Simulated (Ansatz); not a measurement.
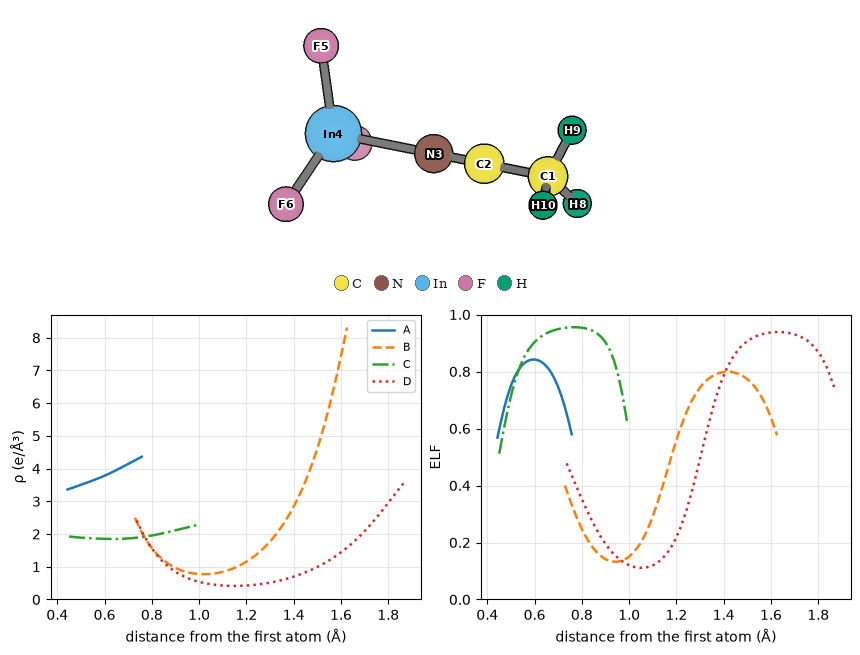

*C2H3F3InN (SMILES CC#[N+][In-]([F])([F])[F]). Electron density and ELF along straight lines between neighbouring atoms. The curves leave out the atomic cores. The structure is drawn too.*

Geometry: PBE0-D4/def2-TZVP; core potentials replace the inner electrons of In.

Method: RKS PBE0-D4/def2-TZVPP (Ansatz 0.2.0).

```
atom    x (Å)    y (Å)    z (Å)
   C   0.2555  -1.2914   1.9141
   C   0.1012  -0.4930   0.7245
   N  -0.0217   0.1395  -0.2194
  In  -0.2607   1.3973  -2.0856
   F   1.6147   1.7544  -2.4365
   F  -1.3308   2.8318  -1.3339
   F  -1.1589   0.0904  -3.2051
   H  -0.4704  -2.1060   1.9029
   H   1.2648  -1.7050   1.9471
   H   0.0893  -0.6691   2.7948
```

### Which curve belongs to which contact (C–C, C–N, In–F and In–N)? The first atom named is at distance zero.

Curve A: C–N (1.14 Å): the density is about 3.7 e/Å³ at the midpoint; the ELF peaks at about 0.85 between the atoms; a short, multiple covalent bond. Curve B: In–F (1.94 Å): ρ at the midpoint is about 0.8 e/Å³; the ELF peaks at about 0.80 in the valence shell of F, 0.5 Å from its nucleus, and drops to about 0.15 between the two atoms. Curve C: C–C (1.44 Å): ρ at the midpoint is about 1.9 e/Å³; the ELF peaks at about 0.95 between the atoms (a covalent bond). Curve D: In–N (2.26 Å): ρ is about 0.42 e/Å³ halfway; the ELF peaks at about 0.95 in the valence shell of N, 0.6 Å from its nucleus, and drops to about 0.10 between the two atoms.
